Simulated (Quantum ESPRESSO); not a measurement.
**LiF (Fm-3m): phonons against volume**

Aim: how the vibrations of LiF shift with volume, and the expansion that follows.

What experiment has found for this phase:
- volume expansion coefficient 99.6 1e-6/K and heat capacity C_P per formula unit 42 J/mol/K near room temperature (given in “High-Throughput Prediction of Finite-Temperature Properties using the Quasi-Harmonic Approximation”, 2016, arXiv:1603.06924)
- volume expansion coefficient 106.5 1e-6/K near room temperature (given in “Descriptors for thermal expansion in solids”, 2017, arXiv:1701.03966)

Program: Quantum ESPRESSO 7.5. Level of theory: DFT LDA, scalar-relativistic, plane waves, PseudoDojo norm-conserving pseudopotentials. Results are calculated unless marked as measured.

## 1. The starting structure

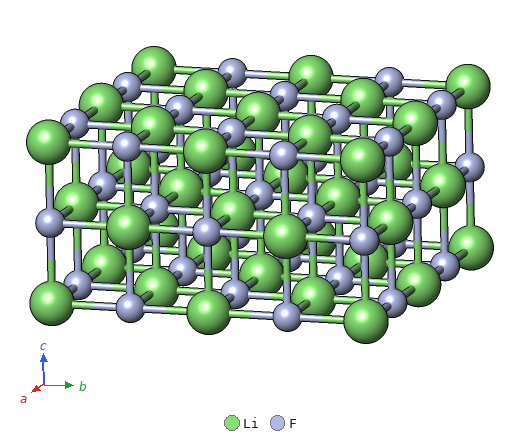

Start, viewed slightly off an axis; lithium green, fluorine light blue. 2×2×1 cells are drawn. This picture shows the conventional cell, with its axes. Some periodic images of atoms are drawn too.

## 2. A first coarse run

A cheap single point shows whether the cell is a metal or an insulator and how far it is from rest; that sets the k-mesh and the occupations of what follows.

probe.in

```
&CONTROL
  calculation = 'scf'
  prefix      = 'x'
  outdir      = './tmp'
  pseudo_dir  = './pseudo'
  tprnfor     = .true.
  tstress     = .true.
  verbosity   = 'high'
/
&SYSTEM
  ibrav       = 0
  nat         = 2
  ntyp        = 2
  ecutwfc     = 84.0
  occupations = 'smearing'
  smearing    = 'gaussian'
  degauss     = 0.01
/
&ELECTRONS
  conv_thr         = 1.0d-07
  mixing_beta      = 0.7
  electron_maxstep = 100
/
ATOMIC_SPECIES
 Li      6.9400  Li.upf
 F      18.9984  F.upf
CELL_PARAMETERS angstrom
     0.000000000    2.014000000    2.014000000
     2.014000000    0.000000000    2.014000000
     2.014000000    2.014000000    0.000000000
ATOMIC_POSITIONS crystal
 Li     0.000000000   0.000000000   0.000000000
 F      0.500000000   0.500000000   0.500000000
K_POINTS automatic
 8 8 8 0 0 0
```

Command:

```sh
$ OMP_NUM_THREADS=1 mpirun -n 8 pw.x -nk 8 -in probe.in > probe.out
```

The program printed:

```text
Program PWSCF v.7.5

     This program is part of the open-source Quantum ESPRESSO suite
     for quantum simulation of materials; please cite
         "P. Giannozzi et al., J. Phys.:Condens. Matter 21 395502 (2009);
         "P. Giannozzi et al., J. Phys.:Condens. Matter 29 465901 (2017);
         "P. Giannozzi et al., J. Chem. Phys. 152 154105 (2020);
     in publications or presentations arising from this work. More details at

     Message from routine setup:
     using ibrav=0 with symmetry is DISCOURAGED, use correct ibrav instead

     G-vector sticks info
     --------------------
     sticks:   dense  smooth     PW     G-vecs:    dense   smooth      PW
     Sum         673     673    211                11575    11575    1989

     Using Slab Decomposition

     bravais-lattice index     =            0
     lattice parameter (alat)  =       5.3824  a.u.
     unit-cell volume          =     110.2567 (a.u.)^3
     number of atoms/cell      =            2
     number of atomic types    =            2
     number of electrons       =        10.00
     number of Kohn-Sham states=            9
     kinetic-energy cutoff     =      84.0000  Ry
     charge density cutoff     =     336.0000  Ry
     scf convergence threshold =      1.0E-07
     mixing beta               =       0.7000
     number of iterations used =            8  plain     mixing
     Exchange-correlation= SLA  PW   NOGX NOGC
                           (   1   4   0   0   0   0   0)

     celldm(1)=   5.382367  celldm(2)=   0.000000  celldm(3)=   0.000000
     celldm(4)=   0.000000  celldm(5)=   0.000000  celldm(6)=   0.000000

     crystal axes: (cart. coord. in units of alat)
               a(1) = (   0.000000   0.707107   0.707107 )
               a(2) = (   0.707107   0.000000   0.707107 )
               a(3) = (   0.707107   0.707107   0.000000 )

     reciprocal axes: (cart. coord. in units 2 pi/alat)
               b(1) = ( -0.707107  0.707107  0.707107 )
               b(2) = (  0.707107 -0.707107  0.707107 )
               b(3) = (  0.707107  0.707107 -0.707107 )

     PseudoPot. # 1 for Li read from file:
     ./pseudo/Li.upf
     Pseudo is Norm-conserving, Zval =  3.0
     Using radial grid of 1944 points,  4 beta functions with:
                l(1) =   0
                l(2) =   0
                l(3) =   1
                l(4) =   1

     PseudoPot. # 2 for F  read from file:
     ./pseudo/F.upf
     Pseudo is Norm-conserving + core correction, Zval =  7.0
     Using radial grid of  824 points,  5 beta functions with:
                l(1) =   0
                l(2) =   0
                l(3) =   1
                l(4) =   1
                l(5) =   2

     atomic species   valence    mass     pseudopotential
     Li                3.00     6.94000     Li( 1.00)
     F                 7.00    18.99840     F ( 1.00)

     48 Sym. Ops., with inversion, found

                                    s                        frac. trans.

      isym =  1     identity

 cryst.   s( 1) = (     1          0          0      )
                  (     0          1          0      )
                  (     0          0          1      )

 cart.    s( 1) = (  1.0000000 -0.0000000  0.0000000 )
                  ( -0.0000000  1.0000000  0.0000000 )
                  ( -0.0000000  0.0000000  1.0000000 )

      isym =  2     180 deg rotation - cart. axis [0,0,1]

 cryst.   s( 2) = (     0          1         -1      )
                  (     1          0         -1      )
                  (     0          0         -1      )

 cart.    s( 2) = ( -1.0000000  0.0000000  0.0000000 )
                  (  0.0000000 -1.0000000  0.0000000 )
                  (  0.0000000 -0.0000000  1.0000000 )

      isym =  3     180 deg rotation - cart. axis [0,1,0]

 cryst.   s( 3) = (     0         -1          1      )
                  (     0         -1          0      )
                  (     1         -1          0      )

 cart.    s( 3) = ( -1.0000000 -0.0000000 -0.0000000 )
                  (  0.0000000  1.0000000 -0.0000000 )
                  (  0.0000000  0.0000000 -1.0000000 )

      isym =  4     180 deg rotation - cart. axis [1,0,0]

 cryst.   s( 4) = (    -1          0          0      )
                  (    -1          0          1      )
                  (    -1          1          0      )

 cart.    s( 4) = (  1.0000000  0.0000000 -0.0000000 )
                  ( -0.0000000 -1.0000000 -0.0000000 )
                  ( -0.0000000 -0.0000000 -1.0000000 )

      isym =  5     180 deg rotation - cart. axis [1,1,0]

 cryst.   s( 5) = (    -1          0          1      )
[...]
cart.    s( 5) = ( -0.0000000  1.0000000 -0.0000000 )
[...]
isym =  6     180 deg rotation - cart. axis [1,-1,0]

 cryst.   s( 6) = (     0         -1          0      )
[...]
cart.    s( 6) = (  0.0000000 -1.0000000 -0.0000000 )
[...]
isym =  7      90 deg rotation - cart. axis [0,0,-1]

 cryst.   s( 7) = (     0          1          0      )
[...]
cart.    s( 7) = (  0.0000000  1.0000000  0.0000000 )
[...]
isym =  8      90 deg rotation - cart. axis [0,0,1]

 cryst.   s( 8) = (     1          0         -1      )
[...]
cart.    s( 8) = ( -0.0000000 -1.0000000  0.0000000 )
[...]
isym =  9     180 deg rotation - cart. axis [1,0,1]

 cryst.   s( 9) = (    -1          1          0      )
[...]
cart.    s( 9) = (  0.0000000  0.0000000  1.0000000 )
[...]
isym = 10     180 deg rotation - cart. axis [-1,0,1]

 cryst.   s(10) = (     0          0         -1      )
[...]
cart.    s(10) = ( -0.0000000  0.0000000 -1.0000000 )
[...]
isym = 11      90 deg rotation - cart. axis [0,1,0]

 cryst.   s(11) = (     0          0          1      )
[...]
cart.    s(11) = ( -0.0000000 -0.0000000  1.0000000 )
[...]
isym = 12      90 deg rotation - cart. axis [0,-1,0]

 cryst.   s(12) = (     1         -1          0      )
[...]
cart.    s(12) = (  0.0000000 -0.0000000 -1.0000000 )
[...]
isym = 13     180 deg rotation - cart. axis [0,1,1]

 cryst.   s(13) = (     1          0          0      )
[...]
cart.    s(13) = ( -1.0000000  0.0000000 -0.0000000 )
[...]
isym = 14     180 deg rotation - cart. axis [0,1,-1]

 cryst.   s(14) = (    -1          0          0      )
[...]
19.8121

     occupation numbers
     1.0000   1.0000   1.0000   1.0000   1.0000   0.0000   0.0000   0.0000
     0.0000

          k =-0.2652-0.4419 0.4419 (  1440 PWs)   bands (ev):

[...]
occupation numbers
[...]
k =-0.1768-0.3536 0.3536 (  1434 PWs)   bands (ev):

[...]
occupation numbers
[...]
k =-0.0884-0.2652 0.2652 (  1427 PWs)   bands (ev):

[...]
occupation numbers
[...]
k = 0.0000-0.1768 0.1768 (  1432 PWs)   bands (ev):

[...]
occupation numbers
[...]
k = 0.3536 0.0000 0.0000 (  1427 PWs)   bands (ev):

[...]
occupation numbers
[...]
k = 0.4419 0.0884-0.0884 (  1427 PWs)   bands (ev):

[...]
occupation numbers
[...]
k =-0.1768-0.5303 0.5303 (  1439 PWs)   bands (ev):

[...]
occupation numbers
[...]
k =-0.0884-0.4419 0.4419 (  1438 PWs)   bands (ev):

[...]
occupation numbers
[...]
k = 0.0000-0.3536 0.3536 (  1428 PWs)   bands (ev):

[...]
k = 0.5303-0.0000 0.0000 (  1431 PWs)   bands (ev):

[...]
k =-0.0884-0.6187 0.6187 (  1436 PWs)   bands (ev):

[...]
k = 0.0000-0.5303 0.5303 (  1448 PWs)   bands (ev):

[...]
k =-0.7071 0.0000 0.0000 (  1428 PWs)   bands (ev):

[...]
k = 0.3536 0.1768 0.0000 (  1421 PWs)   bands (ev):

[...]
occupation numbers
[...]
k =-0.2652-0.4419 0.6187 (  1436 PWs)   bands (ev):

[...]
occupation numbers
[...]
k =-0.1768-0.3536 0.5303 (  1440 PWs)   bands (ev):

[...]
occupation numbers
[...]
k =-0.1768-0.5303 0.7071 (  1436 PWs)   bands (ev):

[...]
occupation numbers
[...]
k =-0.0884-0.4419 0.6187 (  1435 PWs)   bands (ev):

   -39.0949 -18.3428  -1.9219  -1.1659  -0.2382  14.2586  15.4283  18.3171
    19.5446

     occupation numbers
     1.0000   1.0000   1.0000   1.0000   1.0000   0.0000   0.0000   0.0000
     0.0000

          k = 0.0000-0.3536 0.5303 (  1437 PWs)   bands (ev):

   -39.0976 -18.3830  -1.5534  -1.4177  -0.0961  13.7433  15.3269  18.7778
    19.4312

     occupation numbers
     1.0000   1.0000   1.0000   1.0000   1.0000   0.0000   0.0000   0.0000
     0.0000

          k =-0.7071 0.1768-0.0000 (  1428 PWs)   bands (ev):

   -39.0926 -18.2931  -2.3239  -0.8679  -0.4138  14.9618  15.8324  17.6348
    19.8437

     occupation numbers
     1.0000   1.0000   1.0000   1.0000   1.0000   0.0000   0.0000   0.0000
     0.0000

          k =-0.7071 0.3536 0.0000 (  1448 PWs)   bands (ev):

   -39.0919 -18.3084  -1.6353  -1.6353  -0.3039  15.1703  15.1703  17.5560
    19.4547

     occupation numbers
     1.0000   1.0000   1.0000   1.0000   1.0000   0.0000   0.0000   0.0000
     0.0000

     the Fermi energy is     4.7653 ev

!    total energy              =     -63.66078922 Ry
     estimated scf accuracy    <          6.8E-09 Ry
     smearing contrib. (-TS)   =      -0.00000000 Ry
     internal energy E=F+TS    =     -63.66078922 Ry

     The total energy is F=E-TS. E is the sum of the following terms:
     one-electron contribution =     -25.03607515 Ry
     hartree contribution      =      16.43506677 Ry
     xc contribution           =     -14.11150418 Ry
     ewald contribution        =     -40.94827666 Ry

     convergence has been achieved in   7 iterations

     Forces acting on atoms (cartesian axes, Ry/au):

     atom    1 type  1   force =    -0.00000000   -0.00000000    0.00000000
     atom    2 type  2   force =     0.00000000    0.00000000   -0.00000000
     The non-local contrib.  to forces
     atom    1 type  1   force =    -0.00000000   -0.00000000    0.00000000
     atom    2 type  2   force =     0.00000000   -0.00000000    0.00000000
     The ionic contribution  to forces
     atom    1 type  1   force =     0.00000000    0.00000000    0.00000000
     atom    2 type  2   force =     0.00000000    0.00000000    0.00000000
     The local contribution  to forces
     atom    1 type  1   force =     0.00000000   -0.00000000   -0.00000000
     atom    2 type  2   force =    -0.00000000   -0.00000000   -0.00000000
     The core correction contribution to forces
     atom    1 type  1   force =     0.00000000    0.00000000    0.00000000
     atom    2 type  2   force =    -0.00000000   -0.00000000   -0.00000000
     The Hubbard contrib.    to forces
     atom    1 type  1   force =     0.00000000    0.00000000    0.00000000
     atom    2 type  2   force =     0.00000000    0.00000000    0.00000000
     The SCF correction term to forces
     atom    1 type  1   force =     0.00000000   -0.00000000    0.00000000
     atom    2 type  2   force =     0.00000000   -0.00000000   -0.00000000

     Total force =     0.000000     Total SCF correction =     0.000000

     Computing stress (Cartesian axis) and pressure

          total   stress  (Ry/bohr**3)                   (kbar)     P=      -67.01
  -0.00045555  -0.00000000  -0.00000000          -67.01       -0.00       -0.00
  -0.00000000  -0.00045555  -0.00000000           -0.00      -67.01       -0.00
  -0.00000000  -0.00000000  -0.00045555           -0.00       -0.00      -67.01

     kinetic stress (kbar)  37997.30     -0.00     -0.00
                               -0.00  37997.30     -0.00
                               -0.00     -0.00  37997.30

     local   stress (kbar)  -8971.74      0.00      0.00
                                0.00  -8971.74      0.00
                                0.00      0.00  -8971.74

     nonloc. stress (kbar) -12490.35     -0.00     -0.00
                               -0.00 -12490.35     -0.00
                               -0.00     -0.00 -12490.35

     hartree stress (kbar)   7309.25     -0.00      0.00
                               -0.00   7309.25     -0.00
                                0.00     -0.00   7309.25

     exc-cor stress (kbar)  -3339.10      0.00      0.00
                                0.00  -3339.10      0.00
                                0.00      0.00  -3339.10

     corecor stress (kbar)  -2361.23      0.00      0.00
                                0.00  -2361.23      0.00
                                0.00      0.00  -2361.23

     ewald   stress (kbar) -18211.14     -0.00      0.00
                               -0.00 -18211.14      0.00
                                0.00      0.00 -18211.14

     hubbard stress (kbar)      0.00      0.00      0.00
                                0.00      0.00      0.00
                                0.00      0.00      0.00

     DFT-D   stress (kbar)      0.00      0.00      0.00
[...]
XDM     stress (kbar)      0.00      0.00      0.00
[...]
dft-nl  stress (kbar)      0.00      0.00      0.00
                                0.00      0.00      0.00
                                0.00      0.00      0.00

     TS-vdW  stress (kbar)      0.00      0.00      0.00
                                0.00      0.00      0.00
                                0.00      0.00      0.00

     MDB     stress (kbar)      0.00      0.00      0.00
                                0.00      0.00      0.00
                                0.00      0.00      0.00

     3D-RISM stress (kbar)      0.00      0.00      0.00
                                0.00      0.00      0.00
                                0.00      0.00      0.00

     Writing all to output data dir ./tmp/x.save/ :
     XML data file, charge density, pseudopotentials, collected wavefunctions

   JOB DONE.
```

Run time: 1.1 s. Hardware: 8 MPI ranks of Arm Neoverse V2, shared host.

This step gave:

```
volume per atom   : 8.169 Å³
pressure          : -6.701 GPa
gap on the k-mesh : 8.864 eV
```

The start is under -6.7 GPa at this level and looks like an insulator or semiconductor on this mesh.

(Continued in part 2 of 8.)

[Logs are printed without paths, hosts, clocks, repeated set-up lines and the standing remarks that a program may print on its own settings, such as how far it seeks lower states.]

[Hosts, paths, dates, database ids (printed as entryN), source tags and the programs' standing remarks are cut or masked in the printed files.]

[A step with changed settings may run another functional than the one named; its input shows which.]

[Of the runs on displaced cells, only some may be shown.]
